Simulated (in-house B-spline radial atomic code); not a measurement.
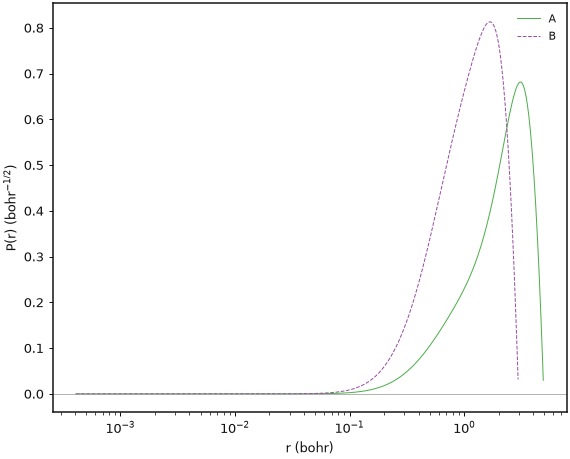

The In⁺ ion in [Ar] 3d9 4s2 4p6 4d10 4f1 5s2 was computed in two surroundings: the hard spherical wall at 2.99 bohr; the hard spherical wall at 4.96 bohr. All numbers are computed, not measured: non-relativistic Hartree-Fock, average of configuration, point nucleus, hard spherical wall, basis-set limit (an in-house B-spline radial code).

The plot shows P(r) = r R(r) of the 4f orbital in both runs.

**Which curve belongs to which run?**

A is the hard spherical wall at 4.96 bohr (⟨r⟩ = 2.92 bohr, eigenvalue 6.91 eV); B is the hard spherical wall at 2.99 bohr (⟨r⟩ = 1.60 bohr, eigenvalue 27.2 eV). The tighter surroundings squeeze the orbital.
